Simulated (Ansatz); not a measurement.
C2H5BBrN (SMILES NB1CC1Br)

```yaml
atoms:
  - { symbol: N, position_ang: [-1.2911, -0.1422, 1.2975] }
  - { symbol: B, position_ang: [-0.2646, -0.2233, 0.3851] }
  - { symbol: C, position_ang: [0.8144, -1.0362, -0.3560] }
  - { symbol: C, position_ang: [0.5063, 0.4225, -0.7749] }
  - { symbol: Br, position_ang: [-0.3866, 0.7495, -2.4784] }
  - { symbol: H, position_ang: [-1.5491, -0.9054, 1.9133] }
  - { symbol: H, position_ang: [-1.8774, 0.6805, 1.3913] }
  - { symbol: H, position_ang: [0.4874, -1.8344, -1.0343] }
  - { symbol: H, position_ang: [1.8240, -1.2036, 0.0379] }
  - { symbol: H, position_ang: [1.3099, 1.1508, -0.6337] }
```

All numbers below come from RKS B3LYP-D4/def2-SVP (Ansatz).

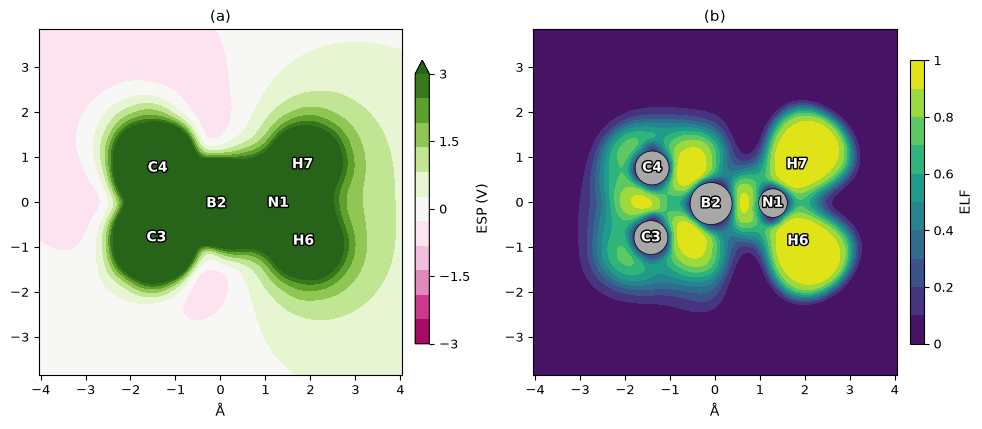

Figure 1. (a) molecular electrostatic potential; (b) ELF on the plane of atoms B2, N1 and H6. Grey discs cover the atomic cores in the ELF map.

Q: What do the fields say about this system?

A:
- Atoms in the plane: N, B, C and H.
- B–N (1.38 Å): the ELF peaks at about 0.95 between the atoms (a polar covalent bond).
- C–B (1.54 Å): the ELF peaks at about 0.90 between the atoms, as expected for a covalent bond.
- C–C (1.55 Å): the ELF peaks at about 0.90 between the atoms: localised, covalent bonding.
- N–H (1.01 Å): the ELF climbs to about 1 towards the hydrogen, as it does in any bond to H (an ordinary covalent bond to hydrogen).
- Outside the dense part of the molecule the potential is most negative (−0.6 V) near C3.

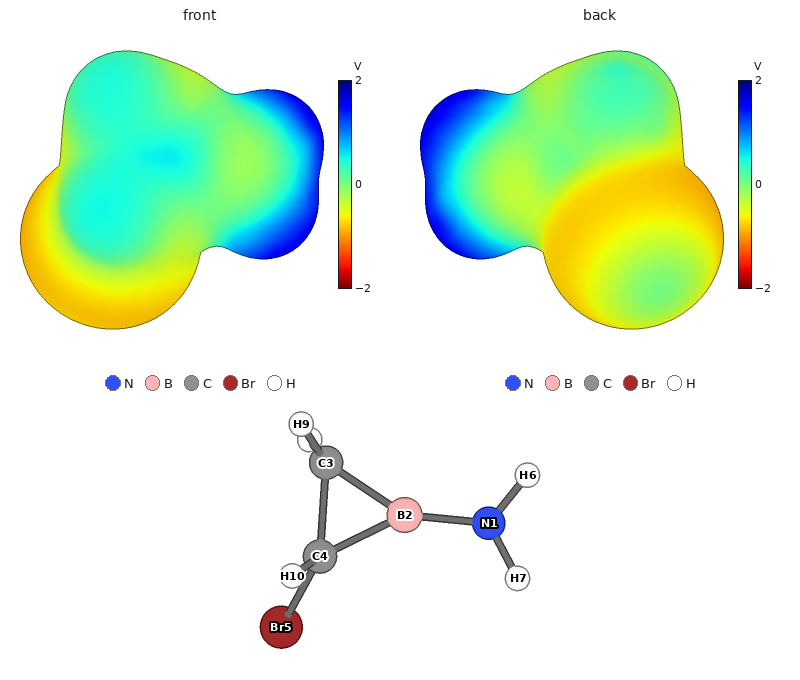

Figure 2. The molecular electrostatic potential painted on the density surface at 0.001 e/bohr³, seen from the front and from behind; the colour scale runs from red (negative) to blue (positive). The bare structure is drawn below in the same view.

Q: Which sites attract a positive test charge, and which a negative one?

A: A positive charge is drawn to the negative regions and a negative charge to the positive ones. The most negative region (about −0.9 V) lies over Br5, the most positive (about +1.6 V) over H6 and H7.

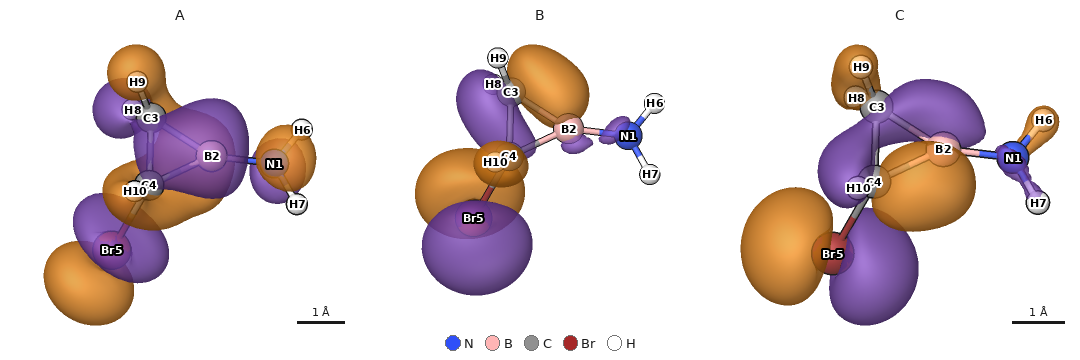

Figure 3. Three frontier orbitals at ±0.1 Å⁻³ᐟ² (orange and purple are the two phases), in no order.

Q: Which picture is the HOMO−1, the HOMO and the LUMO?

A: B is the HOMO−1 (−6.94 eV). It lies mainly on Br5 (about 65 %), C3 (about 15 %), C4 (about 5 %) and B2 (about 5 %). C is the HOMO (−6.40 eV). By Hirshfeld shares it lies mainly on Br5 (about 50 %), C4 (about 20 %), B2 (about 15 %) and C3 (about 10 %). A is the LUMO (−0.52 eV). It lies mainly on Br5 (about 25 %), B2 (about 25 %), C4 (about 20 %), N1 (about 10 %) and C3 (about 10 %).

Q: What is the HOMO–LUMO gap?

A: 5.88 eV between the orbital energies.
